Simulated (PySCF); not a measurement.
# UCCSD(T)/STO-3G run of AlHSCl (SMILES [SH][Al][Cl])

What is the energy change on altering one bond length of AlHSCl at UCCSD(T)/STO-3G? 

The calculation is run with PySCF 2.14.0.

8 further runs of the same task are left out: 8 set aside as unsound or not needed.

## Step 1: Starting point

The species is AlHSCl (4 atoms), meant as a doublet with charge 0. SMILES: `[SH][Al][Cl]`. The shape is that of a PBE0-D4/def2-TZVP optimisation.

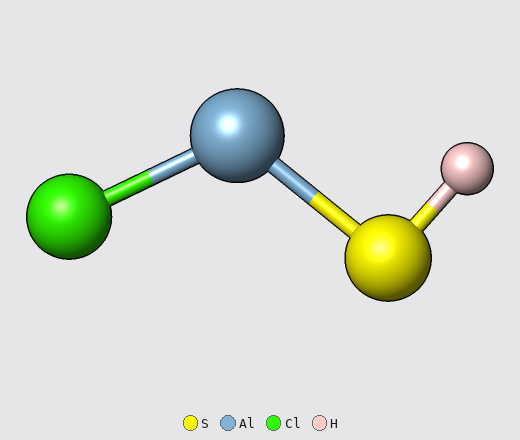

Viewed from a chosen angle; sulfur yellow, aluminium light blue, chlorine green, hydrogen pink.

## Step 2: The energy at UCCSD(T)/STO-3G

job.py reads:

```python
from pyscf import gto, cc

mol = gto.Mole()
mol.atom = 'S 0.439800 0.984900 -0.744700; Al -0.394100 -0.525900 0.609100; Cl 0.226200 -2.507400 0.251000; H -0.216400 1.988100 -0.135600'
mol.charge = 0
mol.max_memory = 1860
mol.spin = 1
mol.basis = 'sto-3g'
mol.verbose = 3
mol.build()

hf = mol.UHF()
hf.conv_tol = 1e-10
hf.kernel()
if not hf.converged:
    hf = hf.newton().run(hf.mo_coeff, hf.mo_occ)

mycc = cc.CCSD(hf, frozen=15)
mycc.kernel()
e_t = mycc.ccsd_t()
etot = mycc.e_tot + e_t
print(f'total energy: {etot:.8f} hartree')
```

Run with:

```bash
$ OMP_NUM_THREADS=1 python job.py
```

Standard output:

```text
converged SCF energy = -1087.43215909881  <S^2> = 0.75874669  2S+1 = 2.0087276
E(UCCSD) = -1087.489685146139  E_corr = -0.0575260473300718
UCCSD(T) correction = -0.0016122568174335
total energy: -1087.49129740 hartree
```

Run time: 0.8 s. Hardware: 1 thread of Arm Neoverse V2, shared host; peak memory 0.12 GiB.

## Step 3: The distorted shape, same level

run.py reads:

```python
from pyscf import gto, cc

mol = gto.M(
    atom='S 1.940815 3.704331 -3.181532; Al -0.394100 -0.525900 0.609100; Cl 0.226200 -2.507400 0.251000; H 1.284615 4.707531 -2.572432',
    max_memory=1860,
    verbose=3,
    spin=1,
    basis='sto-3g',
)

mf = mol.UHF()
mf.conv_tol = 1e-10
mf.kernel()
if not mf.converged:
    mf = mf.newton().run(mf.mo_coeff, mf.mo_occ)

mycc = cc.CCSD(mf, frozen=15)
mycc.kernel()
e_t = mycc.ccsd_t()
etot = mycc.e_tot + e_t
print('Final energy', etot)
```

Run with:

```bash
$ OMP_NUM_THREADS=1 python run.py
```

Standard output:

```text
WARN: HOMO 0.0532403869043399 >= LUMO 0.0532403986456967

converged SCF energy = -1087.36626167672  <S^2> = 0.75286944  2S+1 = 2.0028674
E(UCCSD) = -1087.42603747462  E_corr = -0.05977579790174472
UCCSD(T) correction = -0.000629364822811495
Final energy -1087.4266668394432
```

Run time: 0.74 s. Hardware: 1 thread of Arm Neoverse V2, shared host; peak memory 0.12 GiB.

## Step 4: Results

Level: UCCSD(T)/STO-3G, 15 core orbitals frozen.

| quantity | value |
| --- | --- |
| first shape: total energy | -1087.49130 Eh |
| first shape: dipole moment (Hartree–Fock density) | 4.57 D |
| first shape: HOMO energy (Hartree–Fock orbitals) (highest over α and β) | -5.83 eV |
| first shape: LUMO energy (Hartree–Fock orbitals) (lowest over α and β) | 5.13 eV |
| first shape: correlation energy (15 core orbitals frozen) | -59.1 mEh |
| first shape: (T) correction | -1.61 mEh |
| first shape: ⟨S²⟩ of the reference determinant | 0.759 |
| first shape: T1 diagnostic | 0.014 |
| distorted shape: total energy | -1087.42667 Eh |
| distorted shape: dipole moment (Hartree–Fock density) | 4.78 D |
| distorted shape: HOMO energy (Hartree–Fock orbitals) (highest over α and β) | -5.87 eV |
| distorted shape: LUMO energy (Hartree–Fock orbitals) (lowest over α and β) | 5.81 eV |
| distorted shape: correlation energy (15 core orbitals frozen) | -60.4 mEh |
| distorted shape: (T) correction | -0.63 mEh |
| distorted shape: ⟨S²⟩ of the reference determinant | 0.753 |
| distorted shape: T1 diagnostic | 0.007 |
| energy change with the S1–Al2 bond stretched from 2.193 to 6.141 Å | 1.759 eV |

**Reading.** With the S1–Al2 bond stretched from 2.193 to 6.141 Å the energy rises by 1.76 eV (41 kcal/mol). The first shape isn't relaxed at this level, so the change isn't measured from a minimum. The minimal basis adds a large error of its own. The triples (first shape) make up 2.7 % of the correlation energy. The triples (distorted shape) make up 1.0 % of the correlation energy.
